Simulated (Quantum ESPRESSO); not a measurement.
## E(M) of MnSi

How stiff is the total moment of MnSi, and does E(M) have further minima?

Calculated with Quantum ESPRESSO 7.5; LDA; plane waves with GBRV 1.5 LDA potentials, no spin-orbit coupling.

### Step 1. Starting point

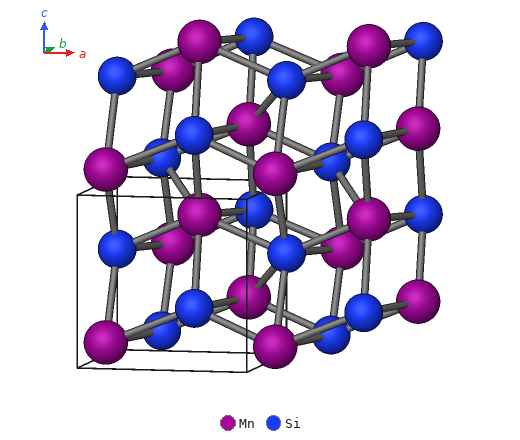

The cell as given, slightly off an axis (manganese purple, silicon blue). 2×1×2 cells are drawn.

The lattice constants were typed from memory of published values and not checked against a source.

### Step 2. The free run

pw.in reads:

```
&CONTROL
  calculation = 'scf'
  prefix = 'pwscf'
  outdir = './tmp'
  pseudo_dir = './pseudo'
  disk_io = 'nowf'
/
&SYSTEM
  ibrav = 0
  celldm(1) = 8
  nat = 8
  ntyp = 2
  ecutwfc = 40
  ecutrho = 280
  nbnd = 57
  occupations = 'smearing'
  smearing = 'fd'
  degauss = 0.00367493
  nspin = 2
  starting_magnetization(1) = 0.2333
  starting_magnetization(2) = 0
/
&ELECTRONS
  conv_thr = 1.6d-08
  electron_maxstep = 150
  mixing_beta = 0.3
/
ATOMIC_SPECIES
Mn     54.9380 mn_lda_v1.5.uspp.F.UPF
Si     28.0850 si_lda_v1.uspp.F.UPF
CELL_PARAMETERS alat
   1.0766714595055    0.0000000000000    0.0000000000000
   0.0000000000000    1.0766714595055    0.0000000000000
   0.0000000000000    0.0000000000000    1.0766714595055
ATOMIC_POSITIONS crystal
Mn      0.1370000000    0.1370000000    0.1370000000
Mn      0.6370000000    0.3630000000    0.8630000000
Mn      0.8630000000    0.6370000000    0.3630000000
Mn      0.3630000000    0.8630000000    0.6370000000
Si      0.8450000000    0.8450000000    0.8450000000
Si      0.3450000000    0.6550000000    0.1550000000
Si      0.1550000000    0.3450000000    0.6550000000
Si      0.6550000000    0.1550000000    0.3450000000
K_POINTS automatic
8 8 8 0 0 0
```

Run with:

```console
$ OMP_NUM_THREADS=1 mpirun -n 4 pw.x -nk 4 -in pw.in > pw.out
```

The program printed:

```text
Program PWSCF v.7.5 starts

     Message from routine setup:
     using ibrav=0 with symmetry is DISCOURAGED, use correct ibrav instead

     K-points division:     npool     =       4
     Subspace diagonalization in iterative solution of the eigenvalue problem:

     G-vector sticks info
     --------------------
     sticks:   dense  smooth     PW     G-vecs:    dense   smooth      PW
     Sum        1649     949    293                50685    21879    3695

     Using Slab Decomposition

     bravais-lattice index     =            0
     lattice parameter (alat)  =       8.0000  a.u.
     unit-cell volume          =     639.0275 (a.u.)^3
     number of atoms/cell      =            8
     number of atomic types    =            2
     number of electrons       =        76.00
     number of Kohn-Sham states=           57
     kinetic-energy cutoff     =      40.0000  Ry
     charge density cutoff     =     280.0000  Ry
     scf convergence threshold =      1.6E-08
     mixing beta               =       0.3000
     number of iterations used =            8  plain     mixing
     Exchange-correlation= SLA  PZ   NOGX NOGC
                           (   1   1   0   0   0   0   0)

     celldm(1)=   8.000000  celldm(2)=   0.000000  celldm(3)=   0.000000
     celldm(4)=   0.000000  celldm(5)=   0.000000  celldm(6)=   0.000000

     crystal axes: (cart. coord. in units of alat)
               a(1) = (   1.076671   0.000000   0.000000 )
               a(2) = (   0.000000   1.076671   0.000000 )
               a(3) = (   0.000000   0.000000   1.076671 )

     reciprocal axes: (cart. coord. in units 2 pi/alat)
               b(1) = (  0.928788  0.000000  0.000000 )
               b(2) = (  0.000000  0.928788  0.000000 )
               b(3) = (  0.000000  0.000000  0.928788 )

     PseudoPot. # 1 for Mn read from file:
     mn_lda_v1.5.uspp.F.UPF
     Pseudo is Ultrasoft + core correction, Zval = 15.0
     Generated by new atomic code, or converted to UPF format
     Using radial grid of  859 points,  6 beta functions with:
                l(1) =   0
                l(2) =   0
                l(3) =   1
                l(4) =   1
                l(5) =   2
                l(6) =   2
     Q(r) pseudized with  8 coefficients,  rinner =    0.950   0.950   0.950
                                                       0.950   0.950

     PseudoPot. # 2 for Si read from file:
     si_lda_v1.uspp.F.UPF
     Pseudo is Ultrasoft + core correction, Zval =  4.0
     Generated by new atomic code, or converted to UPF format
     Using radial grid of  899 points,  6 beta functions with:
                l(1) =   0
                l(2) =   0
                l(3) =   1
                l(4) =   1
                l(5) =   2
                l(6) =   2
     Q(r) pseudized with  8 coefficients,  rinner =    0.900   0.900   0.900
                                                       0.900   0.900

     atomic species   valence    mass     pseudopotential
     Mn               15.00    54.93800     Mn( 1.00)
     Si                4.00    28.08500     Si( 1.00)

     Starting magnetic structure
     atomic species   magnetization
     Mn              0.233
     Si              0.000

     12 Sym. Ops. (no inversion) found ( 9 have fractional translation)

   Cartesian axes

     site n.     atom                  positions (alat units)
         1        Mn     tau(   1) = (   0.1475040   0.1475040   0.1475040  )
         2        Mn     tau(   2) = (   0.6858397   0.3908317   0.9291675  )
         3        Mn     tau(   3) = (   0.9291675   0.6858397   0.3908317  )
         4        Mn     tau(   4) = (   0.3908317   0.9291675   0.6858397  )
         5        Si     tau(   5) = (   0.9097874   0.9097874   0.9097874  )
         6        Si     tau(   6) = (   0.3714517   0.7052198   0.1668841  )
         7        Si     tau(   7) = (   0.1668841   0.3714517   0.7052198  )
         8        Si     tau(   8) = (   0.7052198   0.1668841   0.3714517  )

     number of k points=    45  Fermi-Dirac smearing, width (Ry)=  0.0037
                       cart. coord. in units 2pi/alat
        k(    1) = (   0.0000000   0.0000000   0.0000000), wk =   0.0019531
        k(    2) = (   0.0000000   0.0000000   0.1160986), wk =   0.0117188
        k(    3) = (   0.0000000   0.0000000   0.2321971), wk =   0.0117188
        k(    4) = (   0.0000000   0.0000000   0.3482957), wk =   0.0117188
        k(    5) = (   0.0000000   0.0000000  -0.4643942), wk =   0.0058594
        [... 40 further k-points ...]

     Dense  grid:    50685 G-vectors     FFT dimensions: (  48,  48,  48)

     Smooth grid:    21879 G-vectors     FFT dimensions: (  36,  36,  36)

     Check: negative core charge=   -0.000040
     Generating pointlists ...
     new r_m :   0.2246 (alat units)  1.7970 (a.u.) for type    1
     new r_m :   0.2246 (alat units)  1.7970 (a.u.) for type    2

     Initial potential from superposition of free atoms

     starting charge      73.9973, renormalised to      76.0000
     Starting wfcs are   68 randomized atomic wfcs

     Self-consistent Calculation

     iteration #  1     ecut=    40.00 Ry     beta= 0.30
     Davidson diagonalization with overlap
     ethr =  1.00E-02,  avg # of iterations =  4.5

     total energy              =    -881.50052465 Ry
     estimated scf accuracy    <       7.28999818 Ry

     total magnetization       =     6.01 Bohr mag/cell
     absolute magnetization    =     7.19 Bohr mag/cell

     iteration #  2     ecut=    40.00 Ry     beta= 0.30
     Davidson diagonalization with overlap
     ethr =  9.59E-03,  avg # of iterations =  2.2

     total energy              =    -883.03320993 Ry
     estimated scf accuracy    <       3.83232039 Ry

     total magnetization       =     7.75 Bohr mag/cell
     absolute magnetization    =     8.87 Bohr mag/cell

     iteration #  3     ecut=    40.00 Ry     beta= 0.30
     Davidson diagonalization with overlap
     ethr =  5.04E-03,  avg # of iterations =  1.1

     total energy              =    -883.53994989 Ry
     estimated scf accuracy    <       0.11457777 Ry

     total magnetization       =     7.65 Bohr mag/cell
     absolute magnetization    =     8.83 Bohr mag/cell

     [... further iterations left out ...]

     iteration # 16     ecut=    40.00 Ry     beta= 0.30
     Davidson diagonalization with overlap
     ethr =  7.00E-09,  avg # of iterations =  2.5

     total energy              =    -883.60067219 Ry
     estimated scf accuracy    <       0.00000256 Ry

     total magnetization       =     3.63 Bohr mag/cell
     absolute magnetization    =     4.11 Bohr mag/cell

     iteration # 17     ecut=    40.00 Ry     beta= 0.30
     Davidson diagonalization with overlap
     ethr =  3.37E-09,  avg # of iterations =  2.0

     total energy              =    -883.60067280 Ry
     estimated scf accuracy    <       0.00000015 Ry

     total magnetization       =     3.64 Bohr mag/cell
     absolute magnetization    =     4.12 Bohr mag/cell

     iteration # 18     ecut=    40.00 Ry     beta= 0.30
     Davidson diagonalization with overlap
     ethr =  1.94E-10,  avg # of iterations =  2.2

     total energy              =    -883.60067283 Ry
     estimated scf accuracy    <       0.00000002 Ry

     total magnetization       =     3.64 Bohr mag/cell
     absolute magnetization    =     4.12 Bohr mag/cell

     iteration # 19     ecut=    40.00 Ry     beta= 0.30
     Davidson diagonalization with overlap
     ethr =  3.14E-11,  avg # of iterations =  2.8

     Magnetic moment per site  (integrated on atomic sphere of radius R)
     atom   1 (R=0.225)  charge= 13.0102  magn=  0.9105
     atom   2 (R=0.225)  charge= 13.0102  magn=  0.9105
     atom   3 (R=0.225)  charge= 13.0102  magn=  0.9105
     atom   4 (R=0.225)  charge= 13.0102  magn=  0.9105
     atom   5 (R=0.225)  charge=  1.7636  magn= -0.0320
     atom   6 (R=0.225)  charge=  1.7636  magn= -0.0320
     atom   7 (R=0.225)  charge=  1.7636  magn= -0.0320
     atom   8 (R=0.225)  charge=  1.7636  magn= -0.0320

     End of self-consistent calculation

     [... lines left out ...]
     the Fermi energy is    15.1548 ev

!    total energy              =    -883.60067285 Ry
     estimated scf accuracy    <          1.6E-09 Ry
     smearing contrib. (-TS)   =      -0.00361210 Ry
     internal energy E=F+TS    =    -883.59706075 Ry

     The total energy is F=E-TS. E is the sum of the following terms:
     one-electron contribution =    -464.46134556 Ry
     hartree contribution      =     272.52190223 Ry
     xc contribution           =    -122.81042825 Ry
     ewald contribution        =    -568.84718916 Ry

     total magnetization       =     3.64 Bohr mag/cell
     absolute magnetization    =     4.12 Bohr mag/cell

     convergence has been achieved in  19 iterations

=------------------------------------------------------------------------------=
   JOB DONE.
=------------------------------------------------------------------------------=
```

Wall time 2.2 min (4 MPI ranks of Arm Neoverse V1, shared host); peak memory 0.71 GiB; 8.8 min of CPU time.

Spin moment in the atom's sphere by atom:

```
atom  spin moment in the atom's sphere (μB)
 Mn1                                  0.910
 Mn2                                  0.910
 Mn3                                  0.910
 Mn4                                  0.910
 Si5                                 -0.032
 Si6                                 -0.032
 Si7                                 -0.032
 Si8                                 -0.032
```

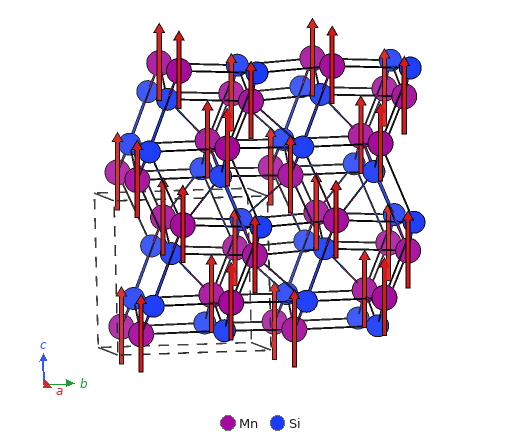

Spin moment in the atom's sphere as arrows, the longest 0.910 μB. Up and down stand for the sign. Arrows give size and sign along the axis of quantisation, drawn up and down the page. 2×2×2 cells are drawn.

This step gave:

- smearing term TS: 0.04915 eV
- magnetization: 3.636 μB
- absolute magnetization: 4.121 μB
- final state: ferromagnetic

### Step 3. Moment fixed at 0 μB

The two spin channels are filled to separate Fermi energies, so that the total moment meets the target. Half of the up one less the down one is the slope dE/dM.

Changes to pw.in since step 2:

```diff
@@ -14,3 +14,3 @@
   ecutrho = 280
-  nbnd = 57
+  nbnd = 54
   occupations = 'smearing'
@@ -19,4 +19,5 @@
   nspin = 2
-  starting_magnetization(1) = 0.2333
+  starting_magnetization(1) = 0.0117
   starting_magnetization(2) = 0
+  tot_magnetization = 0
 /
```

The program printed:

```text
     [... lines left out ...]
Program PWSCF v.7.5 starts
     [... lines left out ...]
     number of atoms/cell      =            8
     [... lines left out ...]
     number of electrons       =        76.00 (up:  38.00, down:  38.00)
     number of Kohn-Sham states=           54
     kinetic-energy cutoff     =      40.0000  Ry
     charge density cutoff     =     280.0000  Ry
     scf convergence threshold =      1.6E-08
     [... lines left out ...]
     12 Sym. Ops. (no inversion) found ( 9 have fractional translation)
     [... lines left out ...]
     number of k points=    45  Fermi-Dirac smearing, width (Ry)=  0.0037
     [... lines left out ...]
     iteration # 12     ecut=    40.00 Ry     beta= 0.30
     [... lines left out ...]
     Magnetic moment per site  (integrated on atomic sphere of radius R)
     atom   1 (R=0.225)  charge= 13.0106  magn= -0.0000
     atom   2 (R=0.225)  charge= 13.0106  magn= -0.0000
     atom   3 (R=0.225)  charge= 13.0106  magn= -0.0000
     atom   4 (R=0.225)  charge= 13.0106  magn= -0.0000
     atom   5 (R=0.225)  charge=  1.7618  magn= -0.0000
     atom   6 (R=0.225)  charge=  1.7618  magn= -0.0000
     atom   7 (R=0.225)  charge=  1.7618  magn= -0.0000
     atom   8 (R=0.225)  charge=  1.7618  magn= -0.0000
     [... lines left out ...]
     the spin up/dw Fermi energies are    15.0913   15.0913 ev
!    total energy              =    -883.59303994 Ry
     estimated scf accuracy    <       0.00000001 Ry
     smearing contrib. (-TS)   =      -0.00631996 Ry
     [... lines left out ...]
     total magnetization       =     0.00 Bohr mag/cell
     absolute magnetization    =     0.00 Bohr mag/cell
     convergence has been achieved in  12 iterations
```

Elapsed: 87 s, on 4 MPI ranks; peak memory 0.57 GiB; 5.8 min of CPU time.

Read from the output:

```yaml
magnetization: 0 μB
absolute_magnetization: 0 μB
half_the_difference_of_the_two_fermi_energies: 0 meV
largest_moment: 0 μB
```

### Step 4. Moment fixed at 0.549 μB

Changes to pw.in since step 3:

```diff
@@ -21,3 +21,3 @@
   starting_magnetization(2) = 0
-  tot_magnetization = 0
+  tot_magnetization = 0.549
 /
```

The program printed:

```text
     [... lines left out ...]
Program PWSCF v.7.5 starts
     [... lines left out ...]
     number of atoms/cell      =            8
     [... lines left out ...]
     number of electrons       =        76.00 (up:  38.27, down:  37.73)
     number of Kohn-Sham states=           54
     kinetic-energy cutoff     =      40.0000  Ry
     charge density cutoff     =     280.0000  Ry
     scf convergence threshold =      1.6E-08
     [... lines left out ...]
     12 Sym. Ops. (no inversion) found ( 9 have fractional translation)
     [... lines left out ...]
     number of k points=    45  Fermi-Dirac smearing, width (Ry)=  0.0037
     [... lines left out ...]
     iteration # 12     ecut=    40.00 Ry     beta= 0.30
     [... lines left out ...]
     Magnetic moment per site  (integrated on atomic sphere of radius R)
     atom   1 (R=0.225)  charge= 13.0107  magn=  0.1399
     atom   2 (R=0.225)  charge= 13.0107  magn=  0.1399
     atom   3 (R=0.225)  charge= 13.0107  magn=  0.1399
     atom   4 (R=0.225)  charge= 13.0107  magn=  0.1399
     atom   5 (R=0.225)  charge=  1.7618  magn= -0.0056
     atom   6 (R=0.225)  charge=  1.7618  magn= -0.0056
     atom   7 (R=0.225)  charge=  1.7618  magn= -0.0056
     atom   8 (R=0.225)  charge=  1.7618  magn= -0.0056
     [... lines left out ...]
     the spin up/dw Fermi energies are    15.0761   15.1081 ev
!    total energy              =    -883.59336515 Ry
     estimated scf accuracy    <          1.3E-09 Ry
     smearing contrib. (-TS)   =      -0.00623772 Ry
     [... lines left out ...]
     total magnetization       =     0.55 Bohr mag/cell
     absolute magnetization    =     0.64 Bohr mag/cell
     convergence has been achieved in  12 iterations
```

Run time: 84 s. Hardware: 4 MPI ranks; peak memory 0.68 GiB.

Spin moment in the atom's sphere by atom:

| atom | spin moment in the atom's sphere (μB) |
| --- | --- |
| Mn1 | 0.140 |
| Mn2 | 0.140 |
| Mn3 | 0.140 |
| Mn4 | 0.140 |
| Si5 | -0.006 |
| Si6 | -0.006 |
| Si7 | -0.006 |
| Si8 | -0.006 |

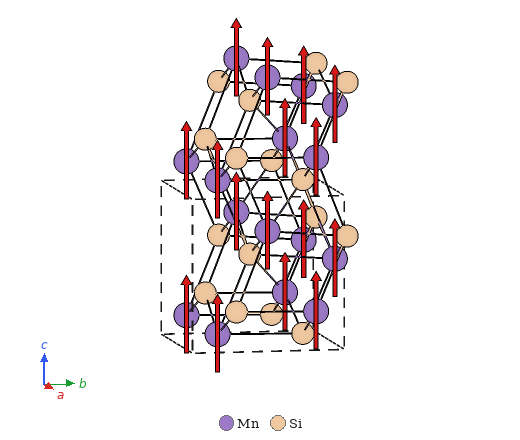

Spin moment in the atom's sphere as arrows, the longest 0.140 μB. Up and down stand for the sign. Arrows give size and sign along the axis of quantisation, drawn up and down the page. 2×1×2 cells are drawn.

This step gave:

- magnetization: 0.549 μB
- absolute magnetization: 0.637 μB
- half the difference of the two Fermi energies: -16 meV

### Step 5. Moment fixed at 1.097 μB

Changes to pw.in since step 4:

```diff
@@ -19,5 +19,5 @@
   nspin = 2
-  starting_magnetization(1) = 0.0117
+  starting_magnetization(1) = 0.0183
   starting_magnetization(2) = 0
-  tot_magnetization = 0.549
+  tot_magnetization = 1.097
 /
```

The program printed:

```text
     [... lines left out ...]
Program PWSCF v.7.5 starts
     [... lines left out ...]
     number of atoms/cell      =            8
     [... lines left out ...]
     number of electrons       =        76.00 (up:  38.55, down:  37.45)
     number of Kohn-Sham states=           54
     kinetic-energy cutoff     =      40.0000  Ry
     charge density cutoff     =     280.0000  Ry
     scf convergence threshold =      1.6E-08
     [... lines left out ...]
     12 Sym. Ops. (no inversion) found ( 9 have fractional translation)
     [... lines left out ...]
     number of k points=    45  Fermi-Dirac smearing, width (Ry)=  0.0037
     [... lines left out ...]
     iteration # 12     ecut=    40.00 Ry     beta= 0.30
     [... lines left out ...]
     Magnetic moment per site  (integrated on atomic sphere of radius R)
     atom   1 (R=0.225)  charge= 13.0106  magn=  0.2794
     atom   2 (R=0.225)  charge= 13.0106  magn=  0.2794
     atom   3 (R=0.225)  charge= 13.0106  magn=  0.2794
     atom   4 (R=0.225)  charge= 13.0106  magn=  0.2794
     atom   5 (R=0.225)  charge=  1.7619  magn= -0.0111
     atom   6 (R=0.225)  charge=  1.7619  magn= -0.0111
     atom   7 (R=0.225)  charge=  1.7619  magn= -0.0111
     atom   8 (R=0.225)  charge=  1.7619  magn= -0.0111
     [... lines left out ...]
     the spin up/dw Fermi energies are    15.0640   15.1233 ev
!    total energy              =    -883.59429910 Ry
     estimated scf accuracy    <          1.5E-09 Ry
     smearing contrib. (-TS)   =      -0.00594758 Ry
     [... lines left out ...]
     total magnetization       =     1.10 Bohr mag/cell
     absolute magnetization    =     1.27 Bohr mag/cell
     convergence has been achieved in  12 iterations
```

The job ended after 90 s (4 MPI ranks; peak memory 0.57 GiB; 6 min of CPU time).

This step gave:

```yaml
magnetization: 1.097 μB
absolute_magnetization: 1.272 μB
half_the_difference_of_the_two_fermi_energies: -29.7 meV
largest_moment: 0.2794 μB
```

### Step 6. The curve

The runs not shown differ in the target, the start and the number of states alone. The point at 3.64 μB is the free run, entered with slope zero.

The energy over the lowest by total spin moment:

```csv
total spin moment (μB a cell),energy over the lowest (meV a cell)
0.00,104
0.55,99.4
1.10,86.7
1.65,67.9
2.19,46.0
2.74,23.0
3.29,4.39
3.64,0
3.84,2.11
4.39,37.4
4.94,93.2
5.49,156
6.04,227
```

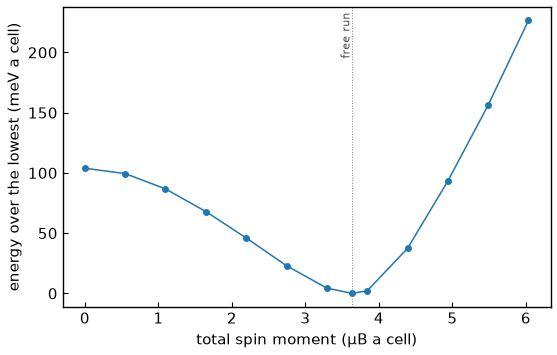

Energy over the lowest, plotted against total spin moment.

dE/dM against total spin moment:

```csv
total spin moment (μB a cell),dE/dM (meV/μB)
0.00,0.0115
0.55,-16.0
1.10,-29.7
1.65,-37.7
2.19,-41.7
2.74,-40.5
3.29,-23.6
3.64,0
3.84,22.4
4.39,92.0
4.94,109
5.49,121
6.04,136
```

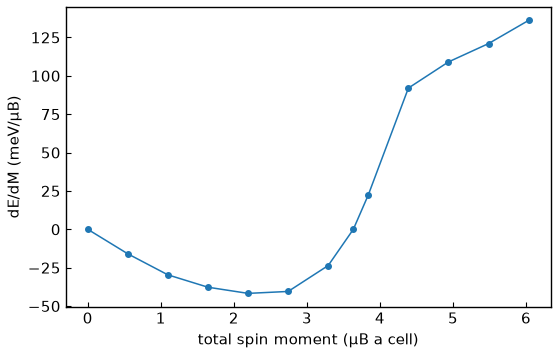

dE/dM, plotted against total spin moment.

Largest site moment against total spin moment:

| total spin moment (μB a cell) | largest site moment (μB) |
| --- | --- |
| 0.00 | 4.0e-6 |
| 0.55 | 0.140 |
| 1.10 | 0.279 |
| 1.65 | 0.419 |
| 2.19 | 0.557 |
| 2.74 | 0.694 |
| 3.29 | 0.828 |
| 3.64 | 0.910 |
| 3.84 | 0.959 |
| 4.39 | 1.09 |
| 4.94 | 1.23 |
| 5.49 | 1.36 |
| 6.04 | 1.50 |

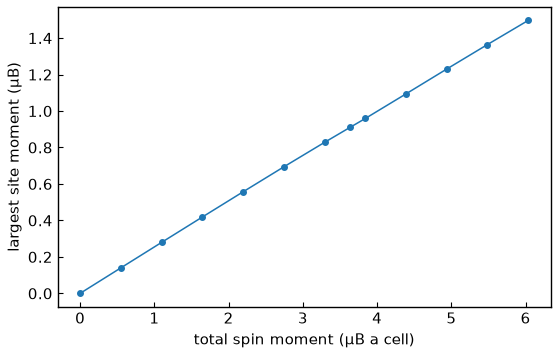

Largest site moment, plotted against total spin moment.

### Step 7. Summary of results

```json
{
  "moment of the free run": "3.64 μB a cell",
  "energy at zero total moment": "104 meV a cell over the lowest",
  "ΔE/ΔM² from the lowest point to 3.84 and to 3.29 μB": "50 and 37 meV/μB²"
}
```

At zero total moment the site moments vanish, so the 104 meV a cell is the energy of forming them. The points show one minimum alone. All runs start parallel; opposed orders may lie lower.

[Logs and program files are shortened in this print: banners, set-up blocks, solver, clock and traceback lines can be left out without a mark of their own.]

[Logs are printed without paths, hosts, clocks, repeated set-up lines and the standing remarks that a program may print on its own settings, such as how far it seeks lower states.]

[Hosts, paths, dates, database ids (printed as entryN), source tags and the programs' standing remarks are cut or masked in the printed files.]

[Where a cell is said to come from a database of computed structures, the database is the Materials Project.]
